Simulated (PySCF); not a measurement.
# C6H10OSi: the cost of one run

Programs: PySCF 2.14.0, with density-fitted response routines of our own. Each step states its level of theory. These are calculated values for one molecule in the gas phase, unless marked as measured. Atoms count from 0, in the outputs and in this text.

### Step 1. Starting geometry

18 atoms, charge 0, multiplicity 1; geometry from: GFN2-xTB.

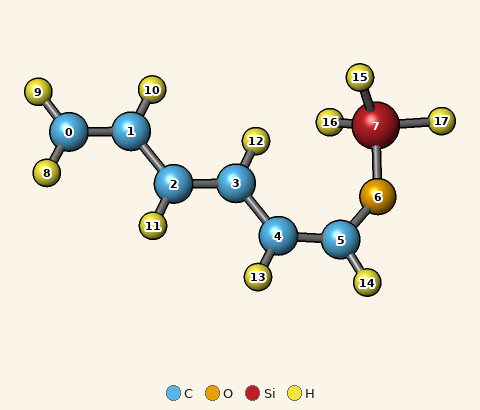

As it starts; carbon blue, oxygen amber, silicon red, hydrogen yellow, atoms numbered.

### Step 2. Ultraviolet spectrum: CAM-B3LYP/def2-SVPD

What the job is given:

```
{"job": {"kind": "uv", "xc": "CAM-B3LYP", "basis": "def2-SVPD", "nstates": 8, "ntriplets": 3}, "charge": 0, "multiplicity": 1}
C      3.535580     1.061959    -0.964855
C      2.271864     0.954089    -0.557213
C      1.421911    -0.162434    -0.868363
C      0.152585    -0.273858    -0.436906
C     -0.693322    -1.389980    -0.737490
C     -1.952036    -1.590752    -0.320522
O     -2.714502    -0.824714     0.463755
Si    -2.687260     0.569740     1.295489
H      3.999244     0.298872    -1.568535
H      4.147879     1.909864    -0.710758
H      1.831697     1.735153     0.050490
H      1.851447    -0.946087    -1.479423
H     -0.263236     0.516082     0.173330
H     -0.268736    -2.157858    -1.369213
H     -2.481959    -2.487776    -0.627007
H     -2.510399     1.711422     0.395291
H     -1.631044     0.566309     2.309800
H     -4.018472     0.516288     1.881436
```

Level: TDDFT CAM-B3LYP/def2-SVPD, vertical, gas phase, core orbitals frozen in the response.

Started as:

```
$ OMP_NUM_THREADS=1 python probes_run.py task.json out
```

This one command runs all jobs of the session in turn.

**Question.** How long does this job take on 1 thread of Arm Neoverse V2, shared host, and how much memory does it need?

About 70 s, with a peak of 1.2 GiB.
